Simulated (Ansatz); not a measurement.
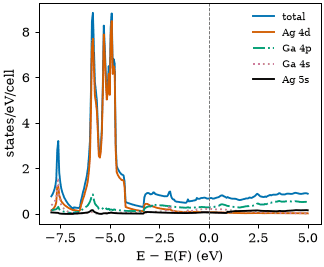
Fig. 1. Total and projected density of states of GaAg (CsCl type, Pm-3m), PBEsol (plane waves, PAW; program Ansatz)

Question: Which orbitals carry the states next to the Fermi level?

Answer: Within 0.5 eV of the Fermi level: Ga 4p 44 %, Ga 4s 30 %, Ag 4d 12 %, Ag 5s 9 %, outside the projected shells 5 %. Projections are on Löwdin-orthogonalised atomic valence shells; empty p or d shells of many metals are not among them.

Question: Where is the tallest occupied peak in this window, and what makes it?

Answer: Near -5.8 eV, about 8.8 states/eV per cell; the largest projected share is Ag 4d.

The workflow started from an entry of the Crystallography Open Database (COD). Whether it is the stable phase at ambient conditions was not checked. The cell was relaxed with PBEsol under the symmetry of its start. At this level the phase is mechanically unstable. No spin polarisation was allowed. Spin–orbit coupling is left out wherever it is not named.

Potentials: the later of the program's two PAW sets.
